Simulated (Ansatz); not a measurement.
**CH$_{4}$GaSi (charge −1): density, localisation and related maps**

```yaml
atoms:
  - { symbol: C, position_ang: [2.1273, -1.7379, -2.0572] }
  - { symbol: Ga, position_ang: [0.8297, -0.4339, -3.1215] }
  - { symbol: Si, position_ang: [1.3759, -0.7803, -0.5827] }
  - { symbol: H, position_ang: [3.1469, -1.3951, -2.3196] }
  - { symbol: H, position_ang: [2.0866, -2.8362, -2.1215] }
  - { symbol: H, position_ang: [0.5135, -1.7816, 0.1712] }
  - { symbol: H, position_ang: [2.4455, -0.4330, 0.4461] }
```

Geometry: B3LYP-D3(BJ)/def2-SVPD.

Theory: isolated molecule in a Gaussian basis; Kohn-Sham density functional theory, functional PBE0 (Ansatz 0.2.0).

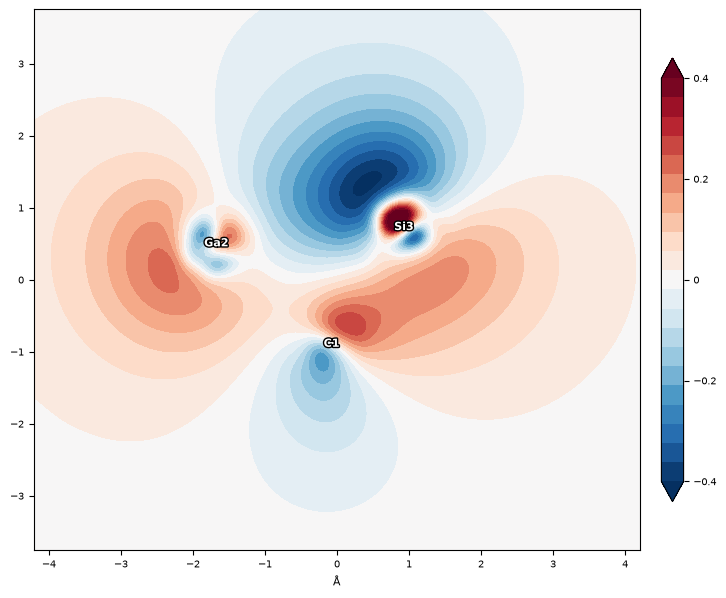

Figure 1. The HOMO on the plane of atoms C1, Ga2 and Si3 (values in Å⁻³ᐟ²; the overall sign is arbitrary).

What is the character of this orbital?

Its weight (Hirshfeld) is mainly on Si3 (about 50 %), Ga2 (about 30 %) and C1 (about 5 %). Its energy is −0.29 eV.

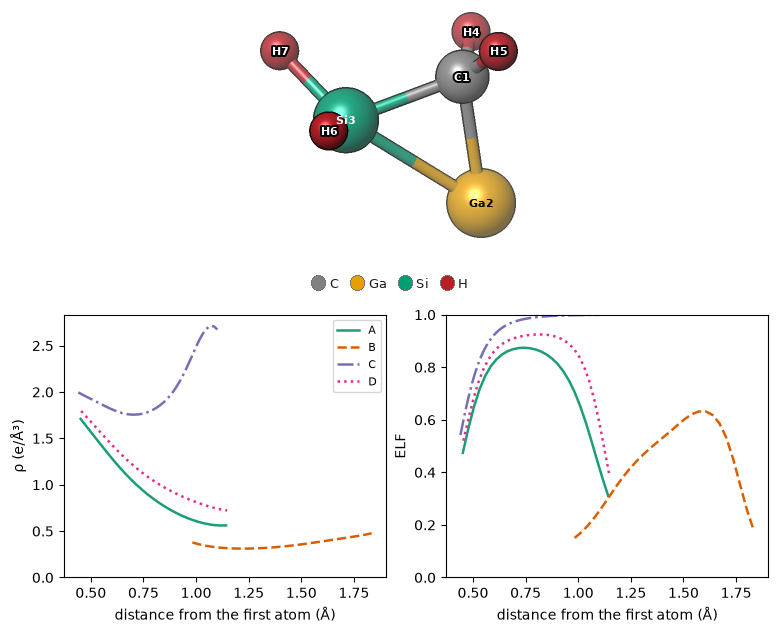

Figure 2. Electron density and ELF along straight lines between neighbouring atoms. The curves leave out the atomic cores. The structure is drawn too.

Which curve belongs to which contact (C–Ga, C–H, C–Si and Ga–Si)? The first atom named is at distance zero.

Curve A: C–Ga (2.13 Å): ρ is about 0.57 e/Å³ halfway; the ELF peaks at about 0.85 in the valence shell of C, 0.7 Å from its nucleus, and is about 0.50 at the midpoint. Curve B: Ga–Si (2.62 Å): ρ at the midpoint is about 0.32 e/Å³; the ELF peaks at about 0.65 in the valence shell of Si, 1.0 Å from its nucleus, and is about 0.45 at the midpoint. Curve C: C–H (1.10 Å): the density is about 1.9 e/Å³ at the midpoint; the ELF climbs to about 1 towards the hydrogen, as it does in any bond to H: a covalent bond by its length. Curve D: C–Si (1.91 Å): ρ at the midpoint is about 0.85 e/Å³; the ELF peaks at about 0.90 between the atoms (localised, covalent bonding).

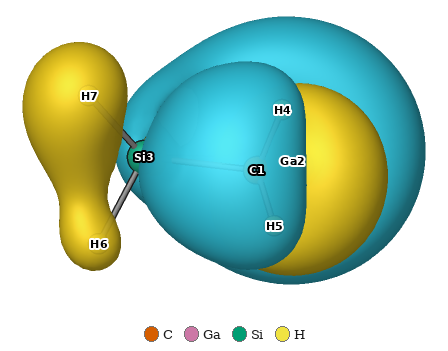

Figure 3. The HOMO−1 at ±0.05 Å⁻³ᐟ² (yellow and cyan are the two phases), seen from one side.

Where does this orbital lie, and at what energy?

Its weight (Hirshfeld) is mainly on Ga2 (about 45 %), C1 (about 35 %) and Si3 (about 10 %). Its energy is −0.74 eV.
